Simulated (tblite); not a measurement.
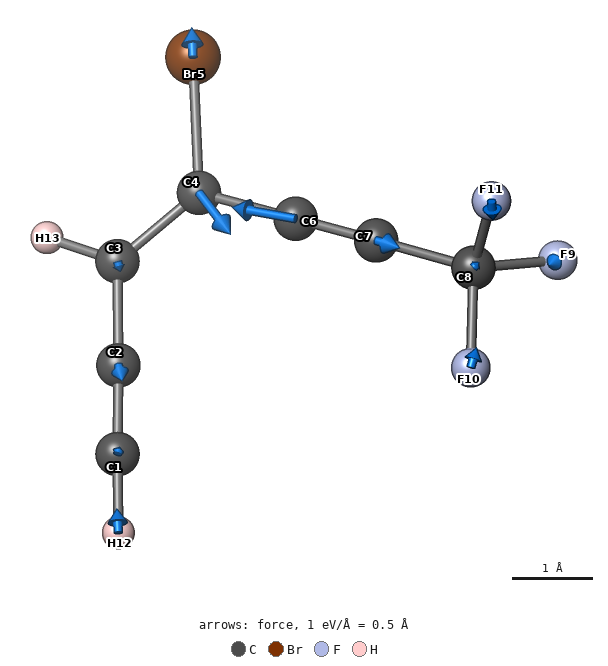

Starting geometry of C7H2BrF3 with the computed forces as blue arrows. A ball-and-stick model, seen at a tilt.

Method: GFN2-xTB geometry optimisation, gas phase (tblite 0.8.0). 

### Is this structure relaxed? If not, where do the atoms go?

It isn't relaxed: the largest force vector, on C6, is 1.85 eV/Å. The final displacements follow the starting forces only in part (cosine between the two patterns 0.57). The atom that moves furthest after the best rigid fit is C6 (0.046 Å). Largest moves by element: C 0.046 Å, Br 0.027 Å, H 0.026 Å, F 0.025 Å. Some distances before and after: C4–Br5 1.855 → 1.911 Å, C4–C6 1.435 → 1.400 Å, C1–H12 1.068 → 1.049 Å, C8–F11 1.357 → 1.342 Å. Bond angles that change, for instance: C4–C6–C7 179.9° → 177.0°, C6–C7–C8 179.5° → 176.8°, C2–C3–C4 124.3° → 122.1°. Over 24 geometry steps the energy falls by 7.48 kJ/mol.
